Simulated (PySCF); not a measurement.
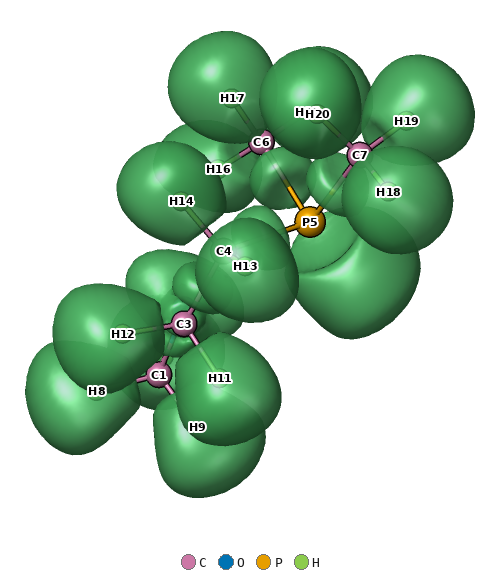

*C₅H₁₃OP (SMILES COCCP(C)C). Isosurface of the ELF at 0.75 (green), seen at an oblique angle. Only the valence region is drawn (cores and ρ < 0.01 e/Å³ removed).*

Geometry: GFN2-xTB.

The calculation used PySCF, PBE0/pcSseg-1, SCF density, gas phase, non-relativistic.

```xyz
20

C     2.9464    0.4973    0.2676
O     1.6032    0.3404   -0.1006
C     1.2645   -0.9740   -0.4760
C    -0.2446   -0.9911   -0.6486
P    -0.9620    0.0355    0.7447
C    -1.1720    1.6436   -0.1434
C    -2.7136   -0.5572    0.5543
H     3.6159    0.2805   -0.5747
H     3.2085   -0.1621    1.1039
H     3.0704    1.5346    0.5724
H     1.5623   -1.6733    0.3197
H     1.7939   -1.2615   -1.3987
H    -0.6214   -2.0131   -0.5881
H    -0.5297   -0.5612   -1.6109
H    -1.7355    2.3216    0.4957
H    -0.1914    2.0699   -0.3317
H    -1.7049    1.5078   -1.0840
H    -2.7942   -1.5730    0.9354
H    -3.3674    0.0808    1.1448
H    -3.0335   -0.5350   -0.4866
```

Describe the localisation domains.

Answer. At this value the surface marks out one region between bonded C–C atoms (shared pairs), three regions between bonded C–P atoms (shared pairs), 13 regions around hydrogen nuclei, one region on O in which the atom's valence shell and bonds are merged and one lobe on P, pointing away from the bonds (lone pairs). Profiles from the grid: C–O (1.40 Å): the ELF peaks at about 0.90 between the atoms (a polar covalent bond). C–C (1.52 Å): the ELF peaks at about 0.95 between the atoms: a shared electron pair.
